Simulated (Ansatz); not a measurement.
# C2H10BNOSi (SMILES CBN(C)[SiH2]O): what the fields show

```xyz
16

C    -1.6307   -0.1592   -1.3595
B    -0.7511   -0.8808   -0.2718
N     0.4292   -0.3329    0.2802
C     1.1845   -1.0504    1.3001
Si    0.9912    1.2715   -0.1986
O     1.3690    1.3658   -1.8144
H    -1.8828   -0.8710   -2.1634
H    -2.5975    0.1233   -0.9055
H    -1.1936    0.7350   -1.8276
H    -1.1000   -1.9703    0.1455
H     1.2063   -0.5064    2.2590
H     2.2312   -1.2183    0.9957
H     0.7217   -2.0304    1.4795
H     2.1833    1.5310    0.6657
H    -0.0467    2.3123    0.0061
H     1.9542    0.6881   -2.1646
```

These are results of RKS PBE0-D4/def2-SVP (Ansatz 0.2.0), not measurements.

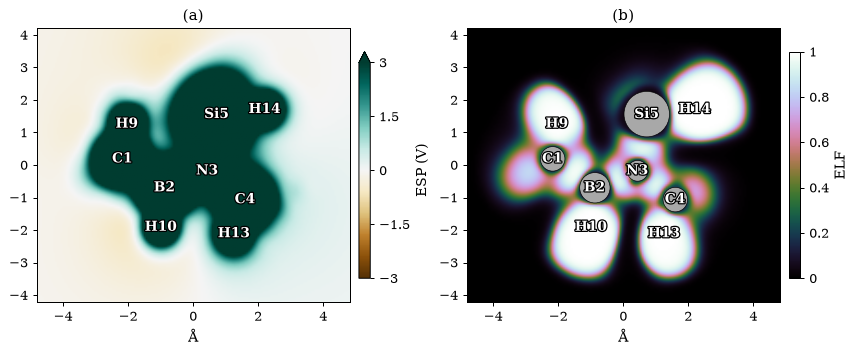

Figure 1. (a) molecular electrostatic potential; (b) ELF on the plane of atoms C4, N3 and Si5. Grey discs cover the atomic cores in the ELF map.

Interpret the plot.

The plane passes through C, B, N, Si and H nuclei.
B–N (1.41 Å): the ELF peaks at about 0.95 between the atoms (a short, strongly polar bond).
C–N (1.46 Å): the ELF peaks at about 0.95 between the atoms, as expected for localised, covalent bonding.
C–B (1.57 Å): the ELF peaks at about 1 between the atoms: a covalent bond.
Si–N (1.77 Å): the ELF peaks at about 0.95 between the atoms: a polar covalent bond.
C–H (1.10 Å): the ELF climbs to about 1 towards the hydrogen, as it does in any bond to H: a covalent bond by its length.
Outside the dense part of the molecule the potential is most negative (−0.6 V) near O6, which lies off the plane.

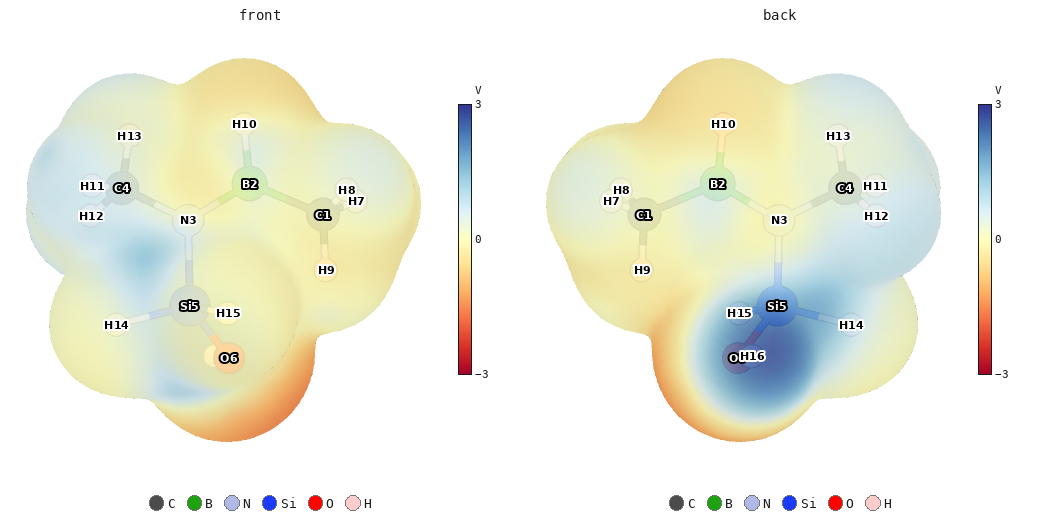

Figure 2. The electrostatic potential painted on the density surface at 0.002 e/bohr³, seen from the front and from behind; the colour scale runs from red (negative) to blue (positive).

Describe the electrostatic potential map.

The most negative region (about −1.4 V, or −32 kcal/mol for a unit charge) lies over O6, the most positive (about +2.6 V, or +60 kcal/mol for a unit charge) over H16. O6 is the likeliest acceptor of a hydrogen bond.

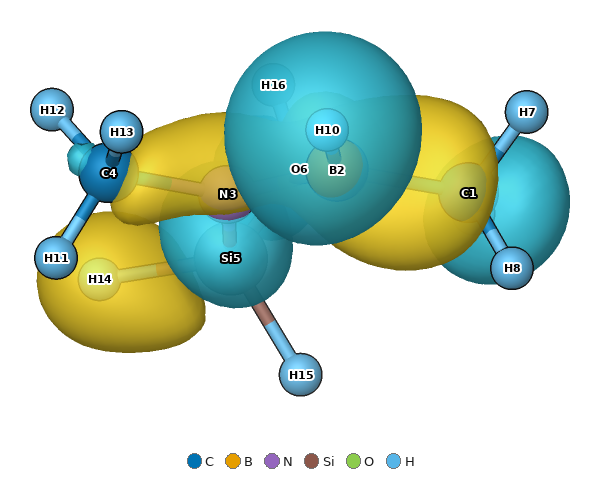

Figure 3. The HOMO−1 at ±0.1 Å⁻³ᐟ² (yellow and cyan are the two phases), seen from one side.

Describe this orbital and give its energy.

Its weight (Hirshfeld) is mainly on H10 (about 20 %), B2 (about 20 %), C1 (about 15 %), N3 (about 10 %), O6 (about 10 %) and Si5 (about 5 %). Its energy is −8.35 eV.
